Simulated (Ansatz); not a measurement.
# H2S2: BLYP/STO-3G

What is the vertical ionisation energy of H2S2 at BLYP/STO-3G? 

The results are computed with Ansatz 0.2.0.

29 further runs of the same task are left out: 29 set aside as unsound or not needed.

## 1. Starting point

The species is H2S2 (4 atoms), meant as a singlet with charge 0. The shape is that of a GFN2-xTB optimisation.

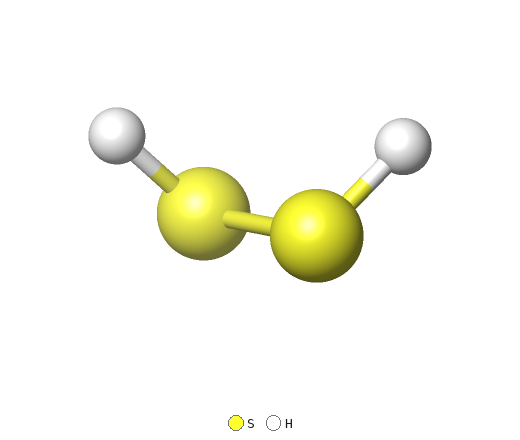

Viewed from a chosen angle; sulfur yellow, hydrogen white.

## 2. The energy at BLYP/STO-3G

in.yaml

```yaml
crystal:
  periodic: [false, false, false]
  atoms:
    - {symbol: S, position_ang: [-0.427380, -0.511820, -0.893940]}
    - {symbol: S, position_ang: [-0.422510, 0.717510, 0.740680]}
    - {symbol: H, position_ang: [0.706880, -0.077850, -1.459730]}
    - {symbol: H, position_ang: [0.143010, -0.127830, 1.612990]}
basis:
  gaussian: {orbitals: STO-3G}
hamiltonian: {xc: {name: BLYP}}
accuracy: high
```

Command:

```console
ansatz run in.yaml --threads 1 --pin off --max-ram 2610MiB --events-out events.jsonl --progress --plain --runs-dir runs
```

The log of the run:

```text
Warning: RAYON_NUM_THREADS=1 ignored (pool sized by the plan → 1); use --threads N
Functional definition: BLYP
  name "BLYP"
  parameter beta = 0.0042
  parameter a = 0.04918
  parameter b = 0.132
  parameter c = 0.2533
  parameter d = 0.349
  exchange = b88_x(beta = beta)
  correlation = lyp_c(a = a, b = b, c = c, d = d)
344 factors; integrals over basis functions are off by at most 1.3e-8 eV
mean field evaluation 1: about -21459.8894 eV, gradient 4.8e0 eV
mean field evaluation 2: about -21459.9977 eV, gradient 1.4e0 eV
mean field evaluation 4: about -21460.0077 eV, gradient 5.3e-2 eV
mean field evaluation 8: about -21459.9874 eV, gradient 3.9e-4 eV
mean field -21459.98743260 eV, -788.6399920461 hartree, gradient 3.2e-8 eV, S^2 0.000000; 0 other end points of the search recorded, 0 dependent functions left out
reference -21459.98746569 eV, -788.6399932621 hartree; 17, 17 occupied and 3, 3 virtual orbitals, 344 factors
Total energy: -21459.98746569 eV, -788.6399932621 hartree
```

Run time: 0.95 s. Hardware: 1 thread of Arm Neoverse V1, shared host.

## 3. The doublet cation at the same level

molecule.yaml

```yaml
crystal:
  periodic: [false, false, false]
  atoms:
    - symbol: S
      position_ang: [-0.427380, -0.511820, -0.893940]
    - symbol: S
      position_ang: [-0.422510, 0.717510, 0.740680]
    - symbol: H
      position_ang: [0.706880, -0.077850, -1.459730]
    - symbol: H
      position_ang: [0.143010, -0.127830, 1.612990]
basis:
  gaussian: {orbitals: STO-3G}
accuracy: high
magnetization: {spin_polarized: true, initial_magnetization: 1}
hamiltonian: {xc: {name: BLYP}}
total_charge: 1
```

Command:

```console
ansatz run molecule.yaml --threads 1 --pin off --max-ram 2610MiB --events-out events.jsonl --progress --plain --runs-dir runs
```

The log of the run (excerpt; [...] marks lines left out):

```text
Warning: RAYON_NUM_THREADS=1 ignored (pool sized by the plan → 1); use --threads N
[... 9 set-up lines as earlier in the session ...]
344 factors; integrals over basis functions are off by at most 1.3e-8 eV
mean field evaluation 1: about -21453.3523 eV, gradient 2.9e0 eV
mean field evaluation 2: about -21453.3524 eV, gradient 2.9e0 eV
mean field evaluation 4: about -21453.4453 eV, gradient 2.7e-1 eV
mean field evaluation 8: about -21453.4232 eV, gradient 1.5e-2 eV
mean field evaluation 16: about -21453.4232 eV, gradient 1.1e-5 eV
mean field -21453.42321053 eV, -788.3987613343 hartree, gradient 1.1e-8 eV, S^2 0.750162; 1 other end points of the search recorded, 0 dependent functions left out
reference -21453.42324440 eV, -788.3987625791 hartree; 17, 16 occupied and 3, 4 virtual orbitals, 344 factors
Total energy: -21453.42324440 eV, -788.3987625791 hartree
```

Run time: 2.5 s. Hardware: 1 thread of Arm Neoverse V1, shared host; peak memory 0.12 GiB.

## 4. What came out

Level: BLYP/STO-3G.

| quantity | value |
| --- | --- |
| singlet H2S2: total energy | -788.63999 Eh |
| doublet cation: total energy | -788.39876 Eh |
| doublet cation: ⟨S²⟩ | 0.750 |
| vertical ionisation energy (to the doublet cation) | 6.564 eV |

Removing an electron at fixed nuclei costs 6.56 eV (633 kJ/mol). In a minimal basis such a difference can be off by several eV, whatever the method.
